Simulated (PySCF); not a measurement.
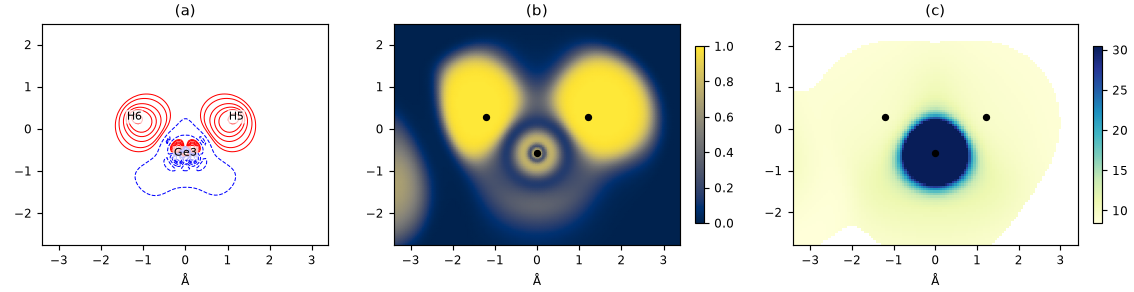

Br2GeH4, SMILES `BrBr.[GeH4]`. Three fields in the plane of Ge3, H5 and H6. (a): solid red lines positive, dashed blue lines negative.

PySCF calculation, TPSS/def2-SVP, gas phase; geometry: an unrelaxed start of a pair search.

The calculation's input:

```python
import numpy as np
from pyscf import gto, scf, dft
from pyscf.scf import atom_ks, atom_hf
from scipy.linalg import block_diag

def solve(mol, dm0=None, hcore=None):
    mf = (dft.UKS if mol.spin else dft.RKS)(mol, xc='tpss')
    mf.grids.level = 3
    mf = mf.density_fit(auxbasis='def2-universal-jkfit')
    mf.conv_tol, mf.max_cycle = 1e-8, 80
    if hcore is not None:
        mf.get_hcore = lambda *args: hcore
    mf.kernel(dm0)
    if not mf.converged:
        mf = mf.newton().run(mf.mo_coeff, mf.mo_occ, max_cycle=30)
    assert mf.converged, 'SCF not converged'
    return mf

mol = gto.M(atom='''
Br    -1.29868    -1.15627    -0.00005
Br    -1.47323     1.10787     0.00007
Ge     2.69503     0.04660    -0.00001
H      3.20343    -0.53454    -1.26523
H      3.82714     0.51826     0.83042
H      1.93279    -0.98299     0.74773
H      1.81255     1.20191    -0.31334
''', basis='def2-svp', charge=0, spin=0, verbose=4)
mf = solve(mol)
mf.analyze()
# spherically averaged free atoms, for the promolecule
atm = atom_ks.get_atm_nrks(mol, xc='tpss')
pro = block_diag(*[(atm[a[0]][2] * atm[a[0]][3]) @ atm[a[0]][2].T for a in mol._atom])
np.savez('result.npz', e=mf.e_tot, c=mf.mo_coeff, occ=mf.mo_occ, eps=mf.mo_energy, pro=pro, dip=mf.dip_moment(verbose=0), s2=mf.spin_square()[0])
```

Run with:

```sh
OMP_NUM_THREADS=1 python input.py
```

The run took 26 s on 1 thread of Arm Neoverse V2 (shared host), peak memory 0.49 GiB.

Partitions, critical points and surface values were worked out afterwards from this run's density.

### The panels show, in some order, the electron localisation function (ELF), average local ionisation energy and deformation density. Which is which?

(a) is the deformation density: it has both signs, with gains where valence electrons gather and losses around them. (b) is the electron localisation function (ELF): it runs from 0 to 1 and is close to 1 over wide basins that fill the valence regions. (c) is the average local ionisation energy: it is high near the heavier nuclei and lowest where loosely bound electrons reach out.
